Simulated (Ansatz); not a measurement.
C2H10OSi: several calculations on one system

**1. Relaxation**

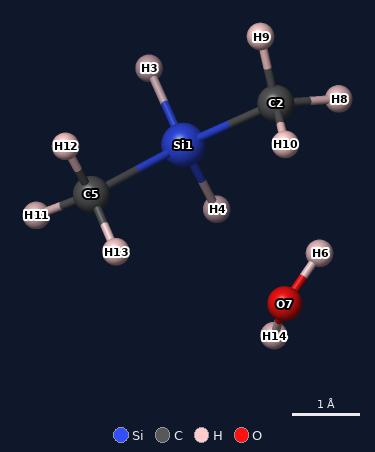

Starting structure of C$_{2}$H$_{10}$OSi. Style: ball-and-stick. Shown face on.

The run prepares an end point of a later path (reaction) calculation, from a guessed geometry.

These are results of RKS r2SCAN-D4/6-31G* in Ansatz 0.2.0, not measurements.

Input file:
```yaml
crystal:
  periodic: [false, false, false]
  atoms:
    - { symbol: Si, position_ang: [-0.863483, -0.262526, -0.337078] }
    - { symbol: C, position_ang: [0.462203, -1.514798, 0.114201] }
    - { symbol: H, position_ang: [-1.913232, -0.978298, -1.129477] }
    - { symbol: H, position_ang: [-1.568518, 0.239457, 0.88423] }
    - { symbol: C, position_ang: [-0.173199, 1.161209, -1.348101] }
    - { symbol: H, position_ang: [0.734081, 0.014162, 1.911574] }
    - { symbol: O, position_ang: [0.969739, 0.949526, 1.813168] }
    - { symbol: H, position_ang: [0.19259, -2.113259, 0.994582] }
    - { symbol: H, position_ang: [0.594672, -2.224815, -0.711944] }
    - { symbol: H, position_ang: [1.435426, -1.04306, 0.290092] }
    - { symbol: H, position_ang: [-0.96229, 1.860415, -1.649192] }
    - { symbol: H, position_ang: [0.312321, 0.792316, -2.26033] }
    - { symbol: H, position_ang: [0.572649, 1.704567, -0.757938] }
    - { symbol: H, position_ang: [0.20684, 1.415205, 2.186212] }
basis:
  gaussian: { orbitals: "6-31G*" }
hamiltonian:
  xc: r2scan
  dispersion: d4
relax:
  f_tol: 0.03
  max_steps: 50
output:
  orbitals: {}
```

Launched with:
```bash
ansatz run input.yaml --threads 2 --pin off --max-ram 3072MiB --backend cpu --events-out ev --progress --plain --runs-dir out
```

Question: What does the optimiser find from here?

Answer: Over 13 accepted moves (17 points after the start) the energy falls by 0.073 eV. Largest force component: 0.27 eV/Å at the start, 0.0018 eV/Å at the end. The line search rejected the trial steps at points 2, 9, 12, 16 of the run. The forces were under the threshold at step 10, but the run went on from there. The largest move after the best rigid fit is that of H6, 0.65 Å. By element the largest moves are H 0.65 Å, O 0.29 Å, C 0.19 Å, Si 0.10 Å. Among the angles between lasting bonds that change: Si1–C2–H10 112.2° → 109.9°, C2–Si1–H3 107.6° → 109.9°. Groups turn about Si1–C2 by about 20°.

History of the run:

| step | E − E(0), eV | largest force component, eV/Å | note |
| --- | --- | --- | --- |
| 0 | 0.0000 | 0.2691 |  |
| 1 | -0.0339 | 0.6318 |  |
| 2 | -0.0298 | 1.0566 | rejected |
| 3 | -0.0498 | 0.2234 |  |
| 4 | -0.0548 | 0.3572 |  |
| 5 | -0.0596 | 0.1464 |  |
| 6 | -0.0653 | 0.2324 |  |
| 7 | -0.0665 | 0.1645 |  |
| 8 | -0.0674 | 0.3376 |  |
| 9 | -0.0673 | 0.1430 | rejected |
| 10 | -0.0720 | 0.0177 |  |
| 11 | -0.0724 | 0.1117 |  |
| 12 | -0.0660 | 0.2067 | rejected |
| 13 | -0.0726 | 0.0625 |  |
| 14 | -0.0730 | 0.0024 |  |
| 15 | -0.0730 | 0.0570 |  |
| 16 | -0.0720 | 0.1630 | rejected |
| 17 | -0.0732 | 0.0018 |  |

The structure at the end:

```xyz
14

Si   -0.8893   -0.3609   -0.3582
C     0.4326   -1.6532   -0.0110
H    -2.0070   -0.9747   -1.1399
H    -1.4960    0.1062    0.9314
C    -0.1792    1.1053   -1.2979
H     0.6939    0.4090    2.4252
O     1.0753    1.1747    1.9703
H     0.0474   -2.4850    0.5911
H     0.8212   -2.0723   -0.9475
H     1.2723   -1.1935    0.5240
H    -0.9269    1.8908   -1.4612
H     0.1947    0.7923   -2.2808
H     0.6618    1.5338   -0.7397
H     0.2993    1.7277    1.7944
```

After the run, drawn alike:

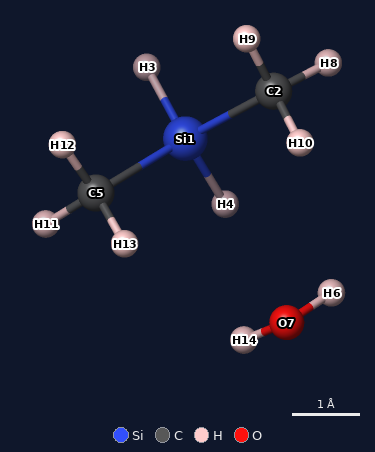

**2. Relaxation**

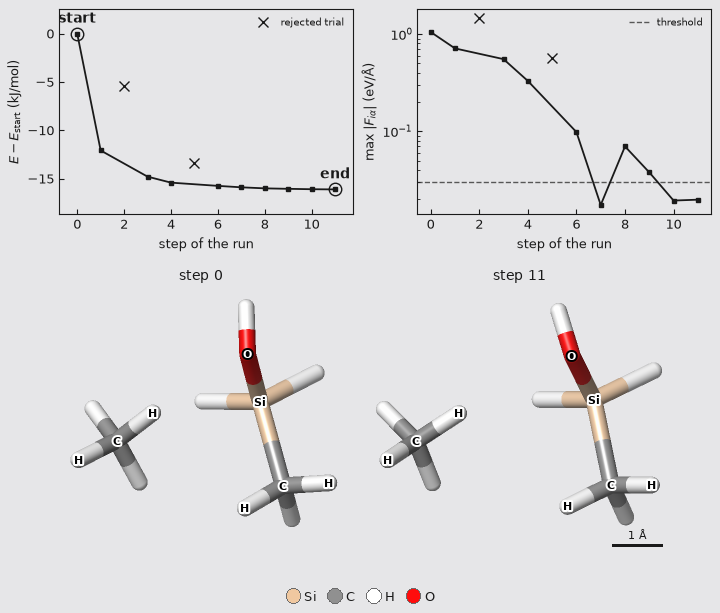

First and last geometry of a relaxation of C$_{2}$H$_{10}$OSi, with the history of the run. Style: stick. Shown at a tilt.

The run prepares an end point of a later path (reaction) calculation, from a guessed geometry.

Method: Ansatz 0.2.0, RKS r2SCAN-D4/6-31G*.

Input file:
```yaml
crystal:
  periodic: [false, false, false]
  atoms:
    - { symbol: Si, position_ang: [-1.014978, 0.699522, 0.295504] }
    - { symbol: C, position_ang: [1.028952, -1.742959, 0.209258] }
    - { symbol: H, position_ang: [-1.507877, -0.70317, 0.278568] }
    - { symbol: H, position_ang: [-2.226646, 1.549873, 0.508013] }
    - { symbol: C, position_ang: [-0.177703, 1.21358, -1.288527] }
    - { symbol: H, position_ang: [1.169713, -0.822405, 0.762692] }
    - { symbol: O, position_ang: [0.104743, 1.011546, 1.574244] }
    - { symbol: H, position_ang: [0.332843, -2.394217, 0.748846] }
    - { symbol: H, position_ang: [0.62865, -1.54528, -0.788189] }
    - { symbol: H, position_ang: [1.99347, -2.258214, 0.11] }
    - { symbol: H, position_ang: [-0.837891, 1.044758, -2.148513] }
    - { symbol: H, position_ang: [0.758185, 0.673947, -1.464343] }
    - { symbol: H, position_ang: [0.051487, 2.284791, -1.24696] }
    - { symbol: H, position_ang: [-0.303148, 0.988327, 2.449407] }
basis:
  gaussian: { orbitals: "6-31G*" }
hamiltonian:
  xc: r2scan
  dispersion: d4
relax:
  f_tol: 0.03
  max_steps: 50
```

Launched with:
```bash
ansatz run input.yaml --threads 2 --pin off --max-ram 3072MiB --backend cpu --events-out ev --progress --plain --runs-dir out
```

> Did the run converge, and what did it change?

It converged. The energy falls by 16.1 kJ/mol in 9 accepted moves (11 points after the start). Largest force component: 1.1 eV/Å at the start, 0.02 eV/Å at the end. The line search rejected the trial steps at points 2, 5 of the run. The forces were under the threshold at step 7, but the run went on from there. H8 moves most after the best rigid fit: 0.60 Å. By element the largest moves are H 0.60 Å, C 0.40 Å, Si 0.33 Å, O 0.19 Å. Near-neighbour distances that change, for instance: Si1–O7 1.728 → 1.671 Å, C2–H6 1.083 → 1.094 Å, Si1–H3 1.487 → 1.497 Å. Bond angles that change, for instance: Si1–O7–H14 113.1° → 115.9°, H3–Si1–C5 113.5° → 110.9°, H4–Si1–O7 108.5° → 111.0°. Cost: 37 s on 2 threads of Intel(R) Xeon(R) Platinum 8259CL CPU @ 2.50GHz (Skylake/Cascade Lake) (shared host), peak memory 0.17 GiB.

Limits of the set-up: the start holds two separate molecules, 2.3 Å apart at their closest, whose relative position is a soft coordinate.

**3. Path**

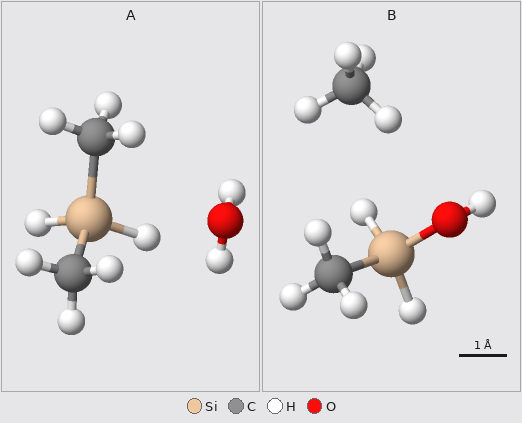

The two relaxed end points of a path for C2H10OSi, made up at the start of C₂H₈Si and H2O. The picture is a ball-and-stick view, seen at a tilt.

All numbers below come from RKS r2SCAN-D4/6-31G* (Ansatz 0.2.0).

Run with 7 movable images; climbing image; force threshold 0.05 eV/Å; iteration limit 60.

Start:
```xyz
14

Si   -0.8912   -0.3589   -0.3554
C     0.4295   -1.6540   -0.0143
H    -2.0128   -0.9699   -1.1338
H    -1.4925    0.1079    0.9368
C    -0.1819    1.1070   -1.2961
H     0.7033    0.4052    2.4231
O     1.0844    1.1707    1.9677
H     0.0450   -2.4857    0.5883
H     0.8141   -2.0728   -0.9527
H     1.2720   -1.1964    0.5182
H    -0.9287    1.8940   -1.4559
H     0.1880    0.7944   -2.2806
H     0.6619    1.5334   -0.7404
H     0.3088    1.7252    1.7951
```

End:
```xyz
14

Si   -1.1847    0.9979    0.2172
C     1.2315   -2.0655    0.3547
H    -1.7985   -0.3658    0.1533
H    -2.3063    1.9731    0.3968
C    -0.2390    1.3759   -1.3438
H     1.1313   -1.0846    0.8282
O    -0.0864    1.1114    1.4716
H     0.6766   -2.8116    0.9323
H     0.8252   -2.0247   -0.6611
H     2.2875   -2.3488    0.3130
H    -0.8912    1.3208   -2.2244
H     0.5829    0.6635   -1.4825
H     0.1912    2.3839   -1.3028
H    -0.4202    0.8746    2.3474
```

Predict the minimum-energy path and its barrier.

Forward barrier 185.3 kJ/mol, backward barrier 283.2 kJ/mol, with image 4 at the top; the reaction energy is −97.8 kJ/mol. Breaking: H6–O7 (0.97 → 1.19 at the top → 2.59 Å), Si1–C2 (1.88 → 2.24 at the top → 3.90 Å). Forming: C2–H6 (3.20 → 1.42 at the top → 1.09 Å), Si1–O7 (3.41 → 1.94 at the top → 1.67 Å). The band converged in 17 iterations. The largest component of the band force went from 22 to 0.025 eV/Å. The climbing image converged on the top of the path. Its vibrational analysis gives one imaginary mode (1252i cm⁻¹), as a transition state must have.

Energies of the converged images:

```csv
image,path (Å),E (kJ/mol)
0,0.00,0.0
1,0.94,1.8
2,1.87,12.4
3,2.81,62.6
4,3.74,185.3
5,4.55,13.3
6,5.37,-76.9
7,6.18,-96.5
8,6.99,-97.8
```

The geometry at the top of the path:

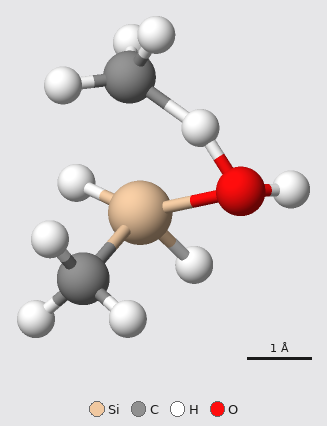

Limits of the set-up: the start holds two separate molecules, 2.6 Å apart at their closest, whose relative position is a soft coordinate.

Cost: 6.7 min on 2 threads of Intel(R) Xeon(R) Platinum 8259CL CPU @ 2.50GHz (Skylake/Cascade Lake), on a shared host, peak memory 0.19 GiB.
